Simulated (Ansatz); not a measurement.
# C$_{3}$H$_{4}$F (charge −1): what the fields show

```xyz
8

C     0.0980    0.2978    2.0492
C     1.0698    1.2294    1.7017
C     2.3001    1.1135    1.0526
F     2.5403   -0.1277    0.3842
H    -0.7518    0.5874    2.6742
H     0.2036   -0.7592    1.7889
H     0.8983    2.2695    2.0301
H     2.6832    1.9326    0.4291
```

Geometry: r2SCAN-D4/def2-SVPD; the highest occupied orbital lies above zero, a sign that basis and functional describe the outermost electron poorly.

The calculation used isolated molecule in a Gaussian basis; Kohn-Sham density functional theory, functional PBE0 (Ansatz).

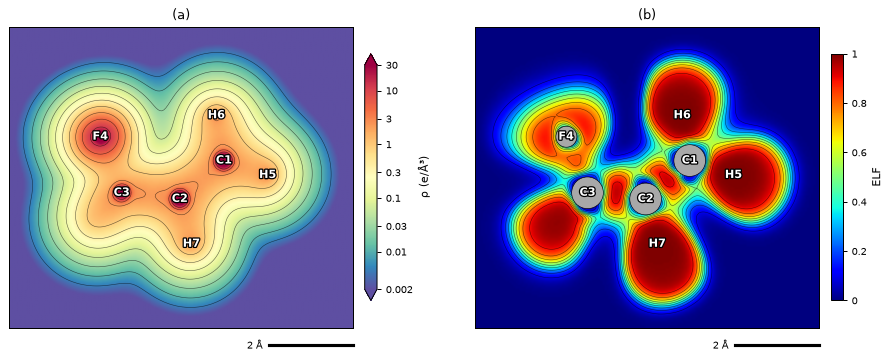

Figure 1. (a) total electron density; (b) electron localisation function on the plane of atoms C2, C1 and H5. Grey discs cover the atomic cores in the ELF map.

### Describe what can be read from this map.

The section cuts through C, F and H sites.
C–C (1.39 Å): the density is about 2.1 e/Å³ at the midpoint; the ELF peaks at about 0.95 between the atoms, as expected for a covalent bond.
C–F (1.43 Å): the density is about 1.8 e/Å³ at the midpoint, with its minimum of 1.4 e/Å³ about 0.5 Å from C; the ELF peaks at about 0.80 between the atoms, as expected for a shared but strongly polarised pair.
C–H (1.09 Å): the density is about 1.9 e/Å³ at the midpoint; the ELF climbs to about 1 towards the hydrogen, as it does in any bond to H: an ordinary covalent bond to hydrogen.
The ELF also peaks beside F4, away from the bonds: lone-pair regions.

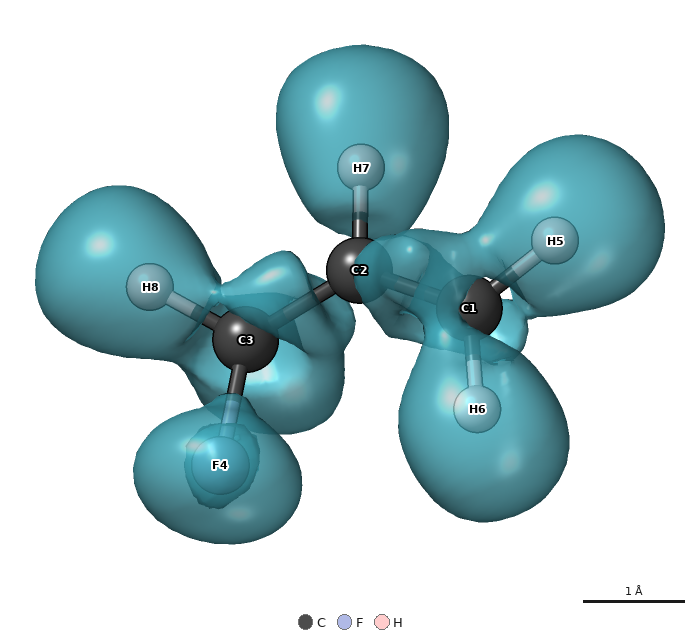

Figure 2. Isosurface of the ELF at 0.75 (cyan), seen at a tilt. Core shells and regions of very low density are left out.

### Describe the localisation domains.

At this value the surface marks out one region around a hydrogen nucleus, one region on F in which the atom's valence shell and bonds are merged and two joined regions spread over several atoms (C, H), in which their bonds and any lone pairs are merged.

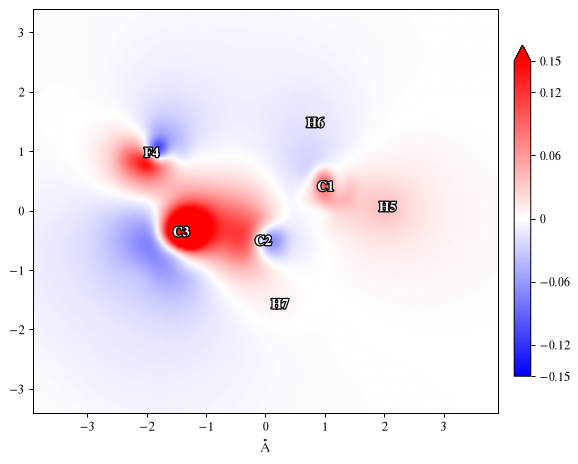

Figure 3. The HOMO on the plane of atoms C2, C1 and H5 (values in Å⁻³ᐟ²; the overall sign is arbitrary).

### Where does this orbital lie, and at what energy?

By Hirshfeld shares it lies mainly on C3 (about 40 %), C1 (about 35 %), C2 (about 10 %) and F4 (about 5 %). Its energy is 1.15 eV.
